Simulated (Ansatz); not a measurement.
# GdAgSe2 (P-3m1): which electronic and magnetic state is lowest

Task: compare starts of the moments and shells of GdAgSe2 (P-3m1) at a fixed cell.

Method: DFT PBEsol+U (U_eff = 7 eV on Gd 4f), scalar-relativistic, plane waves, PAW, in Ansatz 0.2.0.

1 further run of the same task is left out (set aside as unsound or not needed).

## (1) The system as given

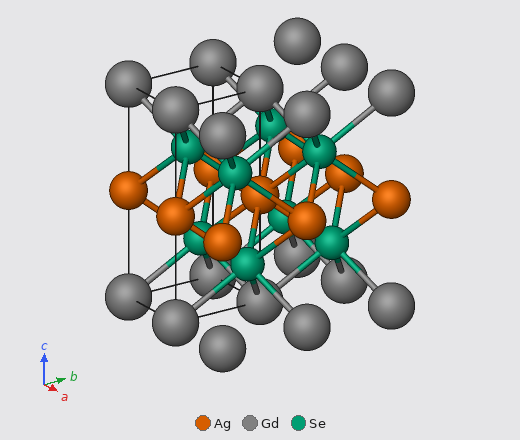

The starting structure, seen slightly off an axis (silver orange, gadolinium grey, selenium teal). 2×2×1 cells are drawn. Atoms on the faces are drawn again on the opposite ones.

Structure file:

```xyz
4
Lattice="4.1033 0.0000 0.0000 -2.0516 3.5535 0.0000 0.0000 0.0000 6.7057" Properties=species:S:1:pos:R:3 pbc="T T T"
Ag    0.0000    0.0000    3.3528
Gd    0.0000    0.0000    0.0000
Se    0.0000    2.3690    1.6702
Se    2.0516    1.1845    5.0355
```

The cell is the database one, not relaxed. At PBEsol+U (U_eff = 7 eV on Gd 4f), an earlier run found -2.48 GPa for this cell of 24.444 Å³/atom (8×8×4 mesh), mesh gap 0.65 eV, moments in the atoms' spheres Gd 7.02 μB.

## (2) No spin polarisation

input.yaml reads:

```yaml
crystal:
  lattice:
    - [4.1032684531, 0.0, 0.0]
    - [-2.0516342266, 3.553534719, 0.0]
    - [0.0, 0.0, 6.705684322]
  atoms:
    - { symbol: Ag, position: [0.0, 0.0, 0.5] }
    - { symbol: Gd, position: [0.0, 0.0, 0.0] }
    - { symbol: Se, position: [0.3333333333, 0.6666666667, 0.2490769] }
    - { symbol: Se, position: [0.6666666667, 0.3333333333, 0.7509231] }
basis:
  ecutwfc: 420
  ecutrho_ratio: 4
kpoints:
  mp_grid: { grid: [8, 8, 4] }
hamiltonian:
  xc: pbesol
  hubbard: { sites: [{ species: Gd, l: f, u_eff: 7.0 }] }
scf:
  occupations: { method: gaussian, width: 0.05 }
output:
  forces: true
  stress: true
  eigenvalues: true
  populations: true
  hubbard: { sites: [{ species: Gd, l: f }] }
```

The run is started by

```console
ansatz run input.yaml --threads 4 --pin off --max-ram 9216MiB --backend cpu --events-out ev --progress --plain --runs-dir out
```

Standard output, shortened:

```text
Warning: RAYON_NUM_THREADS=4 ignored (pool sized by the plan → 4); use --threads N
Ag: projections on atomic orbitals take those of the free atom [Ar 3d10] 4s2 4p6 4d10 5s1, of charge +0.00 (hamiltonian.pseudopotentials.projection_atoms); the dataset's partial waves leave at most 1.2e-5 of an orbital's norm unspanned inside its sphere
Gd: projections on atomic orbitals take those of the free atom [Kr 4d10] 4f7 5s2 5p6 5d1 6s2, of charge +0.00 (hamiltonian.pseudopotentials.projection_atoms); the dataset's partial waves leave at most 2.5e-4 of an orbital's norm unspanned inside its sphere
Se: projections on atomic orbitals take those of the free atom [Ar] 3d10 4s2 4p4, of charge +0.00 (hamiltonian.pseudopotentials.projection_atoms); the dataset's partial waves leave at most 2.3e-6 of an orbital's norm unspanned inside its sphere
[...]
Pseudopotentials: kind: paw
Pseudopotential: Ag, paw, valence charge 19, recommended cutoff 420 eV (normal), Ag.paw.azcp
Pseudopotential: Gd, paw, valence charge 18, recommended cutoff 420 eV (normal), Gd.paw.azcp
Pseudopotential: Se, paw, valence charge 16, recommended cutoff 420 eV (normal), Se.paw.azcp
Functional definition: PBEsol
[...]
Crystal: 4 atoms, lattice volume = 97.776 Å³
Basis set: ecut = 420 eV, 1919 PW (Γ), exchange–correlation on 60×60×90 points (8 copies of the dense FFT grid, shifted against one another)
[...]
SCF iter  44: F=-27593.532345 eV  HF=-27593.532345 eV  |F-HF|=1.56e-8  |Δ(HF+E_count)|=   9.87e-9  Δρ=4.18e-6  dr2=1.49e-8  ethr=1.45e-10  ⟨swp⟩=12.0  Hψ=9717  notcnv=0
[...]
SCF converged after 44 iterations
Free energy (F): -27593.532345 eV
[...]
E sigma→0 (E₀):  -27593.529393 eV
Entropy (-TS):   -0.005903 eV (-1.476 meV/atom)
Fermi energy:    10.091379 eV
[...]
--- Forces (eV/Å), atoms counted from 1 ---
  atom   1  Ag    -0.00000000     0.00000000     0.00000000
  atom   2  Gd     0.00000000    -0.00000000     0.00000000
  atom   3  Se     0.00000000     0.00000000     0.76032474
  atom   4  Se    -0.00000000    -0.00000000    -0.76032474
[...]
--- Stress (GPa, compression-positive) ---
       -1.745032       0.000000      -0.000000
        0.000000      -1.745032       0.000000
       -0.000000       0.000000      -1.577261
  P = ⅓ Tr σ = -1.6891 GPa (-16.891 kbar)
--- Band table (eV; the first three rows and the last of 35) ---
[...]
Occupation matrices written to <dir>
--- Löwdin populations: 4 sites ---
  site symbol       q [e]
     0     Ag     18.4016
     1     Gd     17.7200
     2     Se     16.3539
     3     Se     16.3539
  spilling = 0.002472 (of n_electrons = 69.000000)
--- Occupation matrices: 1 shell (run DFT+U table (all-electron-ortho-atomic); ε = 5.19e-3) ---
  Gd1 f_4F: site group D3d (-3m)
  Gd1 f_4F -      Tr n = 3.8551  λ = 0.001 0.001 0.003 0.937 0.937 0.987 0.988  [3× y(3x2-y2) 0.31 Eu(0.67) | 2× z(x2-y2) 0.35 Eu(1.00) | 2× x(x2-3y2) 0.50 A1u(0.50)]
  Tr n, λ and their labels are of the run-group-symmetrised matrices; stabiliser: 24 of 24 elements of G0×{1,Θ} (closed), max defect 5.3e-15 at τ = 1.1e-3
```

Run time: 5.1 s. Hardware: 4 threads of AMD EPYC 9R45 (Zen 5), shared host; peak memory 0.69 GiB.

Read off: volume 24.444 Å³/atom, pressure -1.69 GPa, metallic.

## (3) Seeding on a coarse mesh: small parallel starting moments

Edit input.yaml of step 2 so:

```diff
@@ -7,3 +7,3 @@
     - { symbol: Ag, position: [0.0, 0.0, 0.5] }
-    - { symbol: Gd, position: [0.0, 0.0, 0.0] }
+    - { symbol: Gd, position: [0.0, 0.0, 0.0], spin: 0.5 }
     - { symbol: Se, position: [0.3333333333, 0.6666666667, 0.2490769] }
@@ -14,3 +14,3 @@
 kpoints:
-  mp_grid: { grid: [8, 8, 4] }
+  mp_grid: { grid: [4, 4, 2] }
 hamiltonian:
@@ -26 +26,3 @@
   hubbard: { sites: [{ species: Gd, l: f }] }
+magnetization:
+  spin_polarized: true
```

The run is started by

```console
ansatz run input.yaml --threads 4 --pin off --max-ram 9216MiB --backend cpu --events-out ev --progress --plain --runs-dir out
```

Standard output:

```text
Warning: where an SCF of this run starts from atoms to list the orders of its open shells, Gd (site 1, from 0) starts with 6.64 μB on its 4f shell, in the place of the 0.50 μB that the deck gives it: an open f shell starts with all that it can hold by Hund's first rule. To start from spheres of the given moment, type scf.initial_density.shell_occupations: []
Warning: RAYON_NUM_THREADS=4 ignored (pool sized by the plan → 4); use --threads N
Ag: projections on atomic orbitals take those of the free atom [Ar 3d10] 4s2 4p6 4d10 5s1, of charge +0.00 (hamiltonian.pseudopotentials.projection_atoms); the dataset's partial waves leave at most 1.2e-5 of an orbital's norm unspanned inside its sphere
Gd: projections on atomic orbitals take those of the free atom [Kr 4d10] 4f7 5s2 5p6 5d1 6s2, of charge +0.00 (hamiltonian.pseudopotentials.projection_atoms); the dataset's partial waves leave at most 2.5e-4 of an orbital's norm unspanned inside its sphere
Se: projections on atomic orbitals take those of the free atom [Ar] 3d10 4s2 4p4, of charge +0.00 (hamiltonian.pseudopotentials.projection_atoms); the dataset's partial waves leave at most 2.3e-6 of an orbital's norm unspanned inside its sphere
Engine: ansatz 0.2.0, x86_64-unknown-linux-gnu
Pseudopotentials: kind: paw
Pseudopotential: Ag, paw, valence charge 19, recommended cutoff 420 eV (normal), Ag.paw.azcp
Pseudopotential: Gd, paw, valence charge 18, recommended cutoff 420 eV (normal), Gd.paw.azcp
Pseudopotential: Se, paw, valence charge 16, recommended cutoff 420 eV (normal), Se.paw.azcp
Functional definition: PBEsol
  exchange = pbesol_x
  correlation = pbesol_c
Crystal: 4 atoms, lattice volume = 97.776 Å³
Basis set: ecut = 420 eV, 1919 PW (Γ), exchange–correlation on 60×60×90 points (8 copies of the dense FFT grid, shifted against one another)
Bands: 42, of which v1, the nominal top of the filled ones, is band 35 counted from 1 (34 counted from 0)
Symmetry: 12 space group operations
Space group: P-3m1 (ITA 164), of the structure as read, at distance tolerance 4.6e-5 Å
Magnetic group: BNS 164.85 (UNI 1315), of the structure as read, at distance tolerance 4.6e-5 Å
k-points: 8 of 32
Non-local potential: Ag, projectors of the file, l = 0: 3, l = 1: 2, l = 2: 2, l = 3: 1
Non-local potential: Gd, projectors of the file, l = 0: 3, l = 1: 2, l = 2: 2, l = 3: 3
Non-local potential: Se, projectors of the file, l = 0: 2, l = 1: 2, l = 2: 3, l = 3: 1
PAW form: soft (Blöchl's): semilocal exchange-correlation on the pseudo side does not see the compensation charge
PAW frozen core: Ag, regenerated for the run's functional, and the local potential with it (the file was generated under x = pbe(κ = 0.804, μ = 0.2195149727645171), c = pbe(β = 0.06672455060314922))
PAW frozen core: Gd, regenerated for the run's functional, and the local potential with it (the file was generated under x = pbe(κ = 0.804, μ = 0.2195149727645171), c = pbe(β = 0.06672455060314922))
PAW frozen core: Se, regenerated for the run's functional, and the local potential with it (the file was generated under x = pbe(κ = 0.804, μ = 0.2195149727645171), c = pbe(β = 0.06672455060314922))
PAW one-centre angular grid: Ag, 590 points (default); XC on 64 Gauss nodes
PAW one-centre angular grid: Gd, 590 points (default); XC on 64 Gauss nodes
PAW one-centre angular grid: Se, 590 points (default); XC on 64 Gauss nodes
Initial density: superposition of atomic densities (chi_scale 0.1, normalization cell, long waves kept (reshape's long-wave potential 0.09 eV rms))
Starting moments: Σ|m| = 0.5 μB on 1 of 4 sites
Initial wavefunctions: pseudopotential atomic-orbital guess
Functional: x = pbesol(κ = 0.804, μ = 0.12345679012345678), c = pbesol(β = 0.046)
SCF iter   1: F=—  HF=-27598.921951 eV  |F-HF|=—  |Δ(HF+E_count)|=         —  Δρ=6.59e-2 (↑6.59e-2 ↓5.73e-2)  dr2=5.72e1  dr2_m=3.06e-2  M=6.551 μB ∫|m|=7.073 μB  β_m=0.30  ethr=3.10e-3  ⟨swp⟩=5.3  Hψ=2188  notcnv=0
Mixer restart at iter 1: flushing history
preconditioner: auto → Kerker (q_TF=auto, 2.574 Å⁻¹)  [metal: Δε(μ)=0.037 eV  Ē_g=5.048 eV  σ=0.050 eV  W_gap=0.39  n_scr=22 (ndim 8)  ℏωp=21.6 eV  f_vac=0.013  D(μ)=6.09/eV (n_scr^D=66)]
spin=Collinear: Kerker preconditioning applied to the charge; magnetization (m = ρ↑ − ρ↓) channel mixes plain (no charge-response kernel on spin).
SCF iter   2: F=—  HF=-27599.567988 eV  |F-HF|=—  |Δ(HF+E_count)|=   6.46e-1  Δρ=2.75e-2 (↑2.75e-2 ↓2.39e-2)  dr2=1.25e1  dr2_m=2.77e-2  M=6.885 μB ∫|m|=6.903 μB  β_m=0.42  ethr=3.10e-3  ⟨swp⟩=3.7  Hψ=1500  notcnv=0  defer=9
preconditioner: auto → Resta (q_TF=auto, 2.574 Å⁻¹)  ε∞=10.1  [insulator: Δε(μ)=0.066 eV  Ē_g=7.479 eV  σ=0.050 eV  W_gap=0.60  n_scr=22 (ndim 8)  ℏωp=22.5 eV  f_vac=0.011  D(μ)=4.24/eV (n_scr^D=34)  ε∞_Penn≈10.1]
spin=Collinear: Resta preconditioning applied to the charge; magnetization (m = ρ↑ − ρ↓) channel mixes plain (no charge-response kernel on spin).
SCF iter   3: F=—  HF=-27601.855982 eV  |F-HF|=—  |Δ(HF+E_count)|=    2.29e0  Δρ=1.61e-2 (↑1.61e-2 ↓1.35e-2)  dr2=3.72e0  dr2_m=4.58e-2  M=6.876 μB ∫|m|=6.945 μB  β_m=0.48  ethr=3.10e-3  ⟨swp⟩=2.9  Hψ=1205  notcnv=0  defer=15
SCF iter   4: F=—  HF=-27602.265266 eV  |F-HF|=—  |Δ(HF+E_count)|=   4.09e-1  Δρ=1.45e-2 (↑6.37e-3 ↓1.45e-2)  dr2=3.99e-1  dr2_m=6.59e-2  M=7.000 μB ∫|m|=7.067 μB  β_m=0.74  ethr=3.10e-3  ⟨swp⟩=3.8  Hψ=1240  notcnv=0  defer=17
SCF iter   5: F=—  HF=-27602.968191 eV  |F-HF|=—  |Δ(HF+E_count)|=   7.03e-1  Δρ=7.77e-3 (↑2.26e-3 ↓7.77e-3)  dr2=6.94e-2  dr2_m=1.75e-2  M=7.000 μB ∫|m|=7.193 μB  β_m=0.87  ethr=5.78e-4  ⟨swp⟩=3.4  Hψ=1271  notcnv=0  defer=31
SCF iter   6: F=—  HF=-27602.966947 eV  |F-HF|=—  |Δ(HF+E_count)|=   1.24e-3  Δρ=4.15e-3 (↑2.69e-3 ↓4.15e-3)  dr2=9.18e-3  dr2_m=8.61e-3  M=7.000 μB ∫|m|=7.253 μB  β_m=0.74  ethr=1.01e-4  ⟨swp⟩=3.6  Hψ=1250  notcnv=0  defer=33
SCF iter   7: F=—  HF=-27603.031470 eV  |F-HF|=—  |Δ(HF+E_count)|=   6.45e-2  Δρ=1.11e-3 (↑1.10e-3 ↓1.11e-3)  dr2=5.30e-3  dr2_m=3.55e-4  M=7.000 μB ∫|m|=7.242 μB  β_m=0.87  ethr=1.33e-5  ⟨swp⟩=2.4  Hψ=1287  notcnv=0  defer=33
SCF iter   8: F=—  HF=-27603.036887 eV  |F-HF|=—  |Δ(HF+E_count)|=   5.42e-3  Δρ=4.07e-4 (↑4.07e-4 ↓3.89e-4)  dr2=1.55e-3  dr2_m=7.44e-6  M=7.000 μB ∫|m|=7.238 μB  β_m=0.94  ethr=7.68e-6  ⟨swp⟩=2.1  Hψ=993  notcnv=0  defer=33
SCF iter   9: F=—  HF=-27603.036644 eV  |F-HF|=—  |Δ(HF+E_count)|=   2.44e-4  Δρ=2.45e-4 (↑2.45e-4 ↓1.84e-4)  dr2=3.62e-4  dr2_m=2.14e-6  M=7.000 μB ∫|m|=7.240 μB  β_m=0.95  ethr=2.25e-6  ⟨swp⟩=2.0  Hψ=1037  notcnv=0  defer=33
SCF iter  10: F=—  HF=-27603.036551 eV  |F-HF|=—  |Δ(HF+E_count)|=   9.22e-5  Δρ=1.13e-4 (↑4.28e-5 ↓1.13e-4)  dr2=2.54e-5  dr2_m=1.75e-6  M=7.000 μB ∫|m|=7.240 μB  β_m=0.94  ethr=5.24e-7  ⟨swp⟩=2.0  Hψ=853  notcnv=0  defer=33
SCF iter  11: F=—  HF=-27603.036571 eV  |F-HF|=—  |Δ(HF+E_count)|=   1.96e-5  Δρ=3.19e-5 (↑1.27e-5 ↓3.19e-5)  dr2=9.83e-7  dr2_m=2.53e-7  M=7.000 μB ∫|m|=7.241 μB  β_m=0.88  ethr=3.68e-8  ⟨swp⟩=2.0  Hψ=1160  notcnv=0  defer=33
SCF iter  12: F=—  HF=-27603.036572 eV  |F-HF|=—  |Δ(HF+E_count)|=   7.07e-7  Δρ=4.59e-6 (↑3.43e-6 ↓4.59e-6)  dr2=8.10e-8  dr2_m=2.41e-9  M=7.000 μB ∫|m|=7.241 μB  β_m=0.94  ethr=1.42e-9  ⟨swp⟩=2.0  Hψ=1173  notcnv=0  defer=33
SCF iter  13: F=-27603.036572 eV  HF=-27603.036572 eV  |F-HF|=1.15e-9  |Δ(HF+E_count)|=   7.45e-9  Δρ=1.65e-6 (↑1.01e-6 ↓1.65e-6)  dr2=4.88e-9  dr2_m=8.86e-10  M=7.000 μB ∫|m|=7.241 μB  ethr=1.17e-10  ⟨swp⟩=6.9  Hψ=3262  notcnv=0
SCF 1 converged in 13 iterations: F = -27603.036572 eV  dr2 = 4.88e-9
SCF converged after 13 iterations
Magnetization: 7.0000 μB (38.0000 up, 31.0000 down)
Absolute magnetization: 7.2358 μB (∫|ρ↑−ρ↓|, with the PAW one-centre terms)
Spin contamination: 0.0133 ħ² per cell (⟨S²⟩ above its minimum at these occupations)
Per-site moments (μB) at R_I (Å): [(-0.011605873745207553, 1.1986266810267927), (7.013518509193793, 1.1956768056546305), (-0.042121814713544675, 1.1956768056546307), (-0.042121814713545126, 1.1956768056546305)]
Free energy (F): -27603.036572 eV
Harris-Foulkes:  -27603.036572 eV  (|F-HF|=1.15e-9)
Internal energy: -27603.036572 eV  (E = F + TS)
E sigma→0 (E₀):  -27603.036572 eV
Fermi energy:    11.112117 eV
--- Per-component energies (eV) ---
  E_band       = -1091.740861
  E_kinetic    = 1169.913096
  E_local      = -9480.786876  (includes V_loc(G=0)·N_el)
  E_nonlocal   = -812.020493
  E_hartree    = 4410.573642
  E_xc         = -622.290084
  E_vxc        = -683.281020  (∫ρ·V_xc dr)
  E_hubbard    = 0.114679  (on-site DFT+U / exact-exchange correction)
  E_vhub       = -24.368165  (the Hubbard potential's part of the band-sum identity)
  E_paw        = -13917.687965  (= ΣΔE_a)
  E_vpaw       = -82.345957  (= ΣTr[D̂ρ^β])
  E_aug_tail   = -0.000917  (compensation charges beyond the density's cutoff)
  E_ewald      = -8353.852464
  E_core_change = 3.000811  (= ΣΔE_core)
  E_smearing   = -0.000000  (= −TS)
  E_closure    = 0.000000  (closes the sum)
  Σ components = -27603.036572   (vs F -27603.036572, Δ=0.00e0)
--- Forces (eV/Å), atoms counted from 1 ---
  atom   1  Ag     0.00000000    -0.00000000     0.00000000
  atom   2  Gd     0.00000000     0.00000000     0.00000000
  atom   3  Se     0.00000000     0.00000000     0.10318263
  atom   4  Se     0.00000000    -0.00000000    -0.10318263
  max |Σ_I F_I| component: 2.78e-17 eV/Å
--- Stress (GPa, compression-positive) ---
       -1.957699       0.000000      -0.000000
        0.000000      -1.957699      -0.000000
       -0.000000      -0.000000      -2.860738
  P = ⅓ Tr σ = -2.2587 GPa (-22.587 kbar)
--- Band table (eV; the first three rows and the last of 16) ---
  k-point 0 ↑: bands = ["-79.9768", "-43.5731", "-43.4823", "-43.4823", "-36.2091", "-36.2091", "-36.2089", "-36.2089", "-36.2080", "-36.2079", "-36.1986", "-36.1986", "-36.1985", "-36.1985", "-34.4809", "-11.9110", "-11.7693", "-11.7693", "-2.1548", "-1.2573", "2.2956", "2.2999", "2.2999", "2.3280", "2.3280", "2.3324", "2.3498", "5.7885", "6.7217", "6.7217", "7.2000", "7.4637", "7.4637", "9.1748", "9.1748", "9.9939", "10.0369", "10.0369", "12.2302", "12.9613", "12.9613", "13.4252"]
  k-point 1 ↑: bands = ["-79.9768", "-43.5731", "-43.4823", "-43.4823", "-36.2090", "-36.2090", "-36.2090", "-36.2090", "-36.2080", "-36.2080", "-36.1986", "-36.1986", "-36.1985", "-36.1985", "-34.4809", "-11.9139", "-11.7693", "-11.7693", "-1.8543", "-1.6183", "2.2935", "2.2990", "2.2990", "2.3080", "2.3272", "2.3272", "2.3498", "6.7868", "6.9062", "6.9062", "7.3039", "7.4828", "7.4828", "8.0671", "8.4369", "8.4369", "10.7972", "10.7972", "12.3594", "12.6542", "12.6542", "14.5001"]
  k-point 2 ↑: bands = ["-79.9768", "-43.5730", "-43.4828", "-43.4824", "-36.2095", "-36.2091", "-36.2090", "-36.2089", "-36.2079", "-36.2079", "-36.1986", "-36.1985", "-36.1985", "-36.1984", "-34.4763", "-11.8862", "-11.8694", "-11.7904", "-1.7900", "-1.3223", "2.3076", "2.3118", "2.3121", "2.3187", "2.3231", "2.3313", "2.3327", "6.4651", "6.7459", "6.8008", "6.9156", "7.3199", "7.4948", "7.9841", "8.3866", "9.2039", "9.6754", "10.3503", "12.1561", "13.6042", "13.6292", "14.4218"]
  k-point 7 ↓: bands = ["-79.9848", "-43.5818", "-43.4909", "-43.4905", "-36.2166", "-36.2163", "-36.2163", "-36.2163", "-36.2152", "-36.2152", "-36.2060", "-36.2059", "-36.2058", "-36.2058", "-31.3925", "-9.7481", "-9.6465", "-9.6227", "-1.4234", "-1.2907", "6.5568", "6.6228", "6.8396", "6.9130", "7.2041", "7.6735", "7.8717", "8.4310", "8.5621", "9.6609", "9.6748", "12.9924", "13.2371", "14.1799", "14.4120", "14.5038", "14.5291", "14.5741", "14.6625", "14.6829", "15.1407", "15.4436"]
Occupation matrices written to <dir>
--- Löwdin populations: 4 sites ---
  site symbol       q [e]    m [muB]
     0     Ag     18.4356    -0.0100
     1     Gd     17.4995     7.1171
     2     Se     16.4579    -0.0558
     3     Se     16.4579    -0.0558
  spilling = 0.002161 (of n_electrons = 69.000000)
--- Occupation matrices: 1 shell (run DFT+U table (all-electron-ortho-atomic); ε = 1.52e-3) ---
  Gd1 f_4F: site group D3d (-3m)
  Gd1 f_4F up     Tr n = 6.9975  λ = 0.999 0.999 0.999 1.000 1.000 1.000 1.000  [7× z3 0.14 Eu(0.57)]
  Gd1 f_4F dn     Tr n = 0.0304  λ = 0.000 0.002 0.002 0.003 0.007 0.007 0.008  [z3 0.51 A2u(1.00) | 3× x(x2-3y2) 0.33 Eu(0.67) | 3× z(x2-y2) 0.27 Eu(0.67)]
  Tr n, λ and their labels are of the run-group-symmetrised matrices; stabiliser: 12 of 24 elements of G0×{1,Θ} (closed), max defect 5.2e-15 at τ = 3.2e-4
```

Wall time 1.6 s (4 threads of AMD EPYC 9R45 (Zen 5), shared host); peak memory 0.6 GiB.

In short: volume 24.444 Å³/atom, pressure -2.26 GPa, mesh gap 0.63 eV, moments in the atoms' spheres Gd 7.01 μB.

The typed moments are small, but the first cycle already holds 6.6 μB per cell: the program filled the open shells as in the free atom, so this is no test of a weak start.

(Part 1 of 2 ends here.)
